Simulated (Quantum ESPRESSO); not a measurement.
# LaMnSi2: parallel and opposed starts

Aim: find out which collinear order of LaMnSi2 costs least.

Main program and level: Quantum ESPRESSO 7.5; LDA; plane waves with GBRV 1.5 LDA potentials, no spin-orbit coupling.

**1. Set-up**

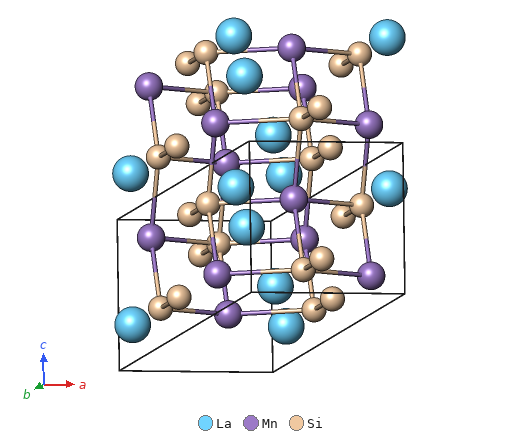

The cell as given, slightly off an axis (lanthanum blue, manganese light purple, silicon light orange). 1×1×2 cells are drawn. This picture shows the conventional cell, with its axes. Some periodic images of atoms are drawn too.

The cell comes from the Crystallography Open Database.

**2. Run 1 (ferro ++)**

The signs are those of the starting moments on the seeded atoms, the atoms that are given a moment.

Input file pw.in:

```
&CONTROL
  calculation = 'scf'
  prefix = 'pwscf'
  outdir = './tmp'
  pseudo_dir = './pseudo'
  disk_io = 'nowf'
/
&SYSTEM
  ibrav = 0
  celldm(1) = 8
  nat = 8
  ntyp = 3
  ecutwfc = 40
  ecutrho = 280
  nbnd = 49
  occupations = 'smearing'
  smearing = 'fd'
  degauss = 0.00734986
  nspin = 2
  starting_magnetization(1) = 0
  starting_magnetization(2) = 0.2333
  starting_magnetization(3) = 0
/
&ELECTRONS
  conv_thr = 1.6d-08
  electron_maxstep = 150
  mixing_beta = 0.3
/
ATOMIC_SPECIES
La    138.9055 la_lda_v1.uspp.F.UPF
Mn     54.9380 mn_lda_v1.5.uspp.F.UPF
Si     28.0850 si_lda_v1.uspp.F.UPF
CELL_PARAMETERS alat
   0.4949901367692   -2.0881473677115    0.0000000000000
   0.4949901367692    2.0881473677115    0.0000000000000
   0.0000000000000    0.0000000000000    0.9621068132001
ATOMIC_POSITIONS crystal
La      0.8948000000    0.1052000000    0.2500000000
La      0.1052000000    0.8948000000    0.7500000000
Mn      0.2522000000    0.7478000000    0.2500000000
Mn      0.7478000000    0.2522000000    0.7500000000
Si      0.5450000000    0.4550000000    0.2500000000
Si      0.4550000000    0.5450000000    0.7500000000
Si      0.6840000000    0.3160000000    0.2500000000
Si      0.3160000000    0.6840000000    0.7500000000
K_POINTS automatic
6 6 6 0 0 0
```

Started as:

```sh
> OMP_NUM_THREADS=1 mpirun -n 4 pw.x -nk 4 -in pw.in > pw.out
```

Output:

```text
Program PWSCF v.7.5 starts

     Message from routine setup:
     using ibrav=0 with symmetry is DISCOURAGED, use correct ibrav instead

     K-points division:     npool     =       4
     Subspace diagonalization in iterative solution of the eigenvalue problem:

     G-vector sticks info
     --------------------
     sticks:   dense  smooth     PW     G-vecs:    dense   smooth      PW
     Sum        2945    1681    551                80557    34779    6475

     Using Slab Decomposition

     bravais-lattice index     =            0
     lattice parameter (alat)  =       8.0000  a.u.
     unit-cell volume          =    1018.3122 (a.u.)^3
     number of atoms/cell      =            8
     number of atomic types    =            3
     number of electrons       =        68.00
     number of Kohn-Sham states=           49
     kinetic-energy cutoff     =      40.0000  Ry
     charge density cutoff     =     280.0000  Ry
     scf convergence threshold =      1.6E-08
     mixing beta               =       0.3000
     number of iterations used =            8  plain     mixing
     Exchange-correlation= SLA  PZ   NOGX NOGC
                           (   1   1   0   0   0   0   0)

     celldm(1)=   8.000000  celldm(2)=   0.000000  celldm(3)=   0.000000
     celldm(4)=   0.000000  celldm(5)=   0.000000  celldm(6)=   0.000000

     crystal axes: (cart. coord. in units of alat)
               a(1) = (   0.494990  -2.088147   0.000000 )
               a(2) = (   0.494990   2.088147   0.000000 )
               a(3) = (   0.000000   0.000000   0.962107 )

     reciprocal axes: (cart. coord. in units 2 pi/alat)
               b(1) = (  1.010121 -0.239447  0.000000 )
               b(2) = (  1.010121  0.239447 -0.000000 )
               b(3) = ( -0.000000  0.000000  1.039386 )

     PseudoPot. # 1 for La read from file:
     la_lda_v1.uspp.F.UPF
     Pseudo is Ultrasoft + core correction, Zval = 11.0
     Generated by new atomic code, or converted to UPF format
     Using radial grid of  995 points,  8 beta functions with:
                l(1) =   0
                l(2) =   0
                l(3) =   1
                l(4) =   1
                l(5) =   2
                l(6) =   2
                l(7) =   3
                l(8) =   3
     Q(r) pseudized with  8 coefficients,  rinner =    1.700   1.700   1.700
                                                       1.700   1.700   1.700
                                                       1.700

     PseudoPot. # 2 for Mn read from file:
     mn_lda_v1.5.uspp.F.UPF
     Pseudo is Ultrasoft + core correction, Zval = 15.0
     Generated by new atomic code, or converted to UPF format
     Using radial grid of  859 points,  6 beta functions with:
                l(1) =   0
                l(2) =   0
                l(3) =   1
                l(4) =   1
                l(5) =   2
                l(6) =   2
     Q(r) pseudized with  8 coefficients,  rinner =    0.950   0.950   0.950
                                                       0.950   0.950

     PseudoPot. # 3 for Si read from file:
     si_lda_v1.uspp.F.UPF
     Pseudo is Ultrasoft + core correction, Zval =  4.0
     Generated by new atomic code, or converted to UPF format
     Using radial grid of  899 points,  6 beta functions with:
                l(1) =   0
                l(2) =   0
                l(3) =   1
                l(4) =   1
                l(5) =   2
                l(6) =   2
     Q(r) pseudized with  8 coefficients,  rinner =    0.900   0.900   0.900
                                                       0.900   0.900

     atomic species   valence    mass     pseudopotential
     La               11.00   138.90550     La( 1.00)
     Mn               15.00    54.93800     Mn( 1.00)
     Si                4.00    28.08500     Si( 1.00)

     Starting magnetic structure
     atomic species   magnetization
     La              0.000
     Mn              0.233
     Si              0.000

      8 Sym. Ops., with inversion, found ( 4 have fractional translation)

   Cartesian axes

     site n.     atom                  positions (alat units)
         1        La     tau(   1) = (   0.4949901  -1.6488012   0.2405267  )
         2        La     tau(   2) = (   0.4949901   1.6488012   0.7215801  )
         3        Mn     tau(   3) = (   0.4949901   1.0348858   0.2405267  )
         4        Mn     tau(   4) = (   0.4949901  -1.0348858   0.7215801  )
         5        Si     tau(   5) = (   0.4949901  -0.1879333   0.2405267  )
         6        Si     tau(   6) = (   0.4949901   0.1879333   0.7215801  )
         7        Si     tau(   7) = (   0.4949901  -0.7684382   0.2405267  )
         8        Si     tau(   8) = (   0.4949901   0.7684382   0.7215801  )

     number of k points=    52  Fermi-Dirac smearing, width (Ry)=  0.0073
                       cart. coord. in units 2pi/alat
        k(    1) = (   0.0000000   0.0000000   0.0000000), wk =   0.0046296
        k(    2) = (   0.0000000   0.0000000   0.1732309), wk =   0.0092593
        k(    3) = (   0.0000000   0.0000000   0.3464619), wk =   0.0092593
        k(    4) = (   0.0000000   0.0000000  -0.5196928), wk =   0.0046296
        k(    5) = (   0.1683535   0.0399078   0.0000000), wk =   0.0185185
        [... 47 further k-points ...]

     Dense  grid:    80557 G-vectors     FFT dimensions: (  96,  96,  48)

     Smooth grid:    34779 G-vectors     FFT dimensions: (  72,  72,  32)

     Check: negative core charge=   -0.000017
     Generating pointlists ...
     new r_m :   0.3030 (alat units)  2.4242 (a.u.) for type    1
     new r_m :   0.2268 (alat units)  1.8147 (a.u.) for type    2
     new r_m :   0.2268 (alat units)  1.8147 (a.u.) for type    3

     Initial potential from superposition of free atoms

     starting charge      66.9401, renormalised to      68.0000

     negative rho (up, down):  8.458E-02 8.466E-02
     Starting wfcs are   82 randomized atomic wfcs

     Self-consistent Calculation

     iteration #  1     ecut=    40.00 Ry     beta= 0.30
     Davidson diagonalization with overlap
     ethr =  1.00E-02,  avg # of iterations =  2.1

     negative rho (up, down):  7.981E-02 7.907E-02

     total energy              =    -664.60592433 Ry
     estimated scf accuracy    <       3.09566367 Ry

     total magnetization       =     4.30 Bohr mag/cell
     absolute magnetization    =     4.92 Bohr mag/cell

     iteration #  2     ecut=    40.00 Ry     beta= 0.30
     Davidson diagonalization with overlap
     ethr =  4.55E-03,  avg # of iterations =  5.3

     negative rho (up, down):  6.808E-02 6.763E-02

     total energy              =    -663.06547852 Ry
     estimated scf accuracy    <      43.90019078 Ry

     total magnetization       =     2.36 Bohr mag/cell
     absolute magnetization    =     2.74 Bohr mag/cell

     iteration #  3     ecut=    40.00 Ry     beta= 0.30
     Davidson diagonalization with overlap
     ethr =  4.55E-03,  avg # of iterations =  5.5

     negative rho (up, down):  6.491E-02 6.452E-02

     total energy              =    -665.59840356 Ry
     estimated scf accuracy    <       0.83180196 Ry

     total magnetization       =     3.79 Bohr mag/cell
     absolute magnetization    =     4.48 Bohr mag/cell

     [... further iterations left out ...]

     iteration # 17     ecut=    40.00 Ry     beta= 0.30
     Davidson diagonalization with overlap
     ethr =  2.43E-09,  avg # of iterations =  3.1

     negative rho (up, down):  6.308E-02 6.155E-02

     total energy              =    -665.66968432 Ry
     estimated scf accuracy    <       0.00000010 Ry

     total magnetization       =     3.13 Bohr mag/cell
     absolute magnetization    =     3.62 Bohr mag/cell

     iteration # 18     ecut=    40.00 Ry     beta= 0.30
     Davidson diagonalization with overlap
     ethr =  1.47E-10,  avg # of iterations =  5.0

     negative rho (up, down):  6.308E-02 6.155E-02

     total energy              =    -665.66968440 Ry
     estimated scf accuracy    <       0.00000008 Ry

     total magnetization       =     3.13 Bohr mag/cell
     absolute magnetization    =     3.62 Bohr mag/cell

     iteration # 19     ecut=    40.00 Ry     beta= 0.30
     Davidson diagonalization with overlap
     ethr =  1.10E-10,  avg # of iterations =  1.2

     negative rho (up, down):  6.308E-02 6.155E-02

     total energy              =    -665.66968440 Ry
     estimated scf accuracy    <       0.00000004 Ry

     total magnetization       =     3.13 Bohr mag/cell
     absolute magnetization    =     3.62 Bohr mag/cell

     iteration # 20     ecut=    40.00 Ry     beta= 0.30
     Davidson diagonalization with overlap
     ethr =  5.83E-11,  avg # of iterations =  2.4

     negative rho (up, down):  6.308E-02 6.156E-02

     Magnetic moment per site  (integrated on atomic sphere of radius R)
     atom   1 (R=0.303)  charge=  8.3241  magn= -0.0101
     atom   2 (R=0.303)  charge=  8.3241  magn= -0.0101
     atom   3 (R=0.227)  charge= 12.9799  magn=  1.5384
     atom   4 (R=0.227)  charge= 12.9799  magn=  1.5384
     atom   5 (R=0.227)  charge=  1.7165  magn= -0.0048
     atom   6 (R=0.227)  charge=  1.7165  magn= -0.0048
     atom   7 (R=0.227)  charge=  1.8167  magn= -0.0470
     atom   8 (R=0.227)  charge=  1.8167  magn= -0.0470

     End of self-consistent calculation

     Number of k-points >= 100: set verbosity='high' to print the bands.

     the Fermi energy is    11.7307 ev

!    total energy              =    -665.66968440 Ry
     estimated scf accuracy    <          4.9E-10 Ry
     smearing contrib. (-TS)   =      -0.01231216 Ry
     internal energy E=F+TS    =    -665.65737225 Ry

     The total energy is F=E-TS. E is the sum of the following terms:
     one-electron contribution =    -424.09321077 Ry
     hartree contribution      =     243.26154129 Ry
     xc contribution           =    -167.69656320 Ry
     ewald contribution        =    -317.12913956 Ry

     total magnetization       =     3.13 Bohr mag/cell
     absolute magnetization    =     3.62 Bohr mag/cell

     convergence has been achieved in  20 iterations

=------------------------------------------------------------------------------=
   JOB DONE.
=------------------------------------------------------------------------------=
```

The job ended after 5.7 min (4 MPI ranks of Arm Neoverse V2, shared host; peak memory 1.6 GiB).

Spin moment in the atom's sphere by atom:

```
atom  spin moment in the atom's sphere (μB)
 La1                                  -0.01
 La2                                  -0.01
 Mn3                                   1.54
 Mn4                                   1.54
 Si5                                   0.00
 Si6                                   0.00
 Si7                                  -0.05
 Si8                                  -0.05
```

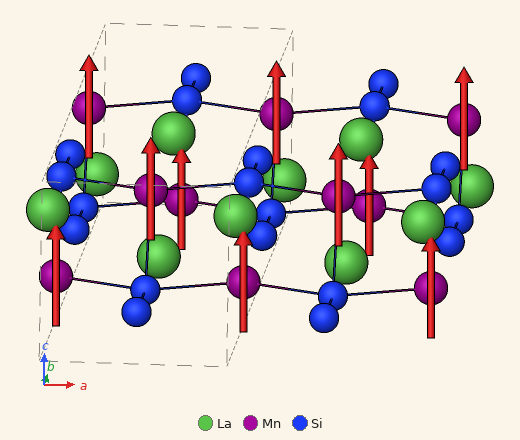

Spin moment in the atom's sphere as arrows, the longest 1.54 μB. Up and down stand for the sign. Arrows give size and sign along the axis of quantisation, drawn up and down the page. 2×1×1 conventional cells are drawn. Some periodic images of atoms are drawn too.

Read from the output:

```yaml
smearing_term_ts: 0.1675 eV
magnetization: 3.127 μB
absolute_magnetization: 3.622 μB
final_state: ferromagnetic
```

(Continued in part 2 of 2.)

[Logs and program files are shortened in this print: banners, set-up blocks, solver, clock and traceback lines can be left out without a mark of their own.]

[Logs are printed without paths, hosts, clocks, repeated set-up lines and the standing remarks that a program may print on its own settings, such as how far it seeks lower states.]

[Hosts, paths, dates, database ids (printed as entryN), source tags and the programs' standing remarks are cut or masked in the printed files.]

[Where a cell is said to come from a database of computed structures, the database is the Materials Project.]
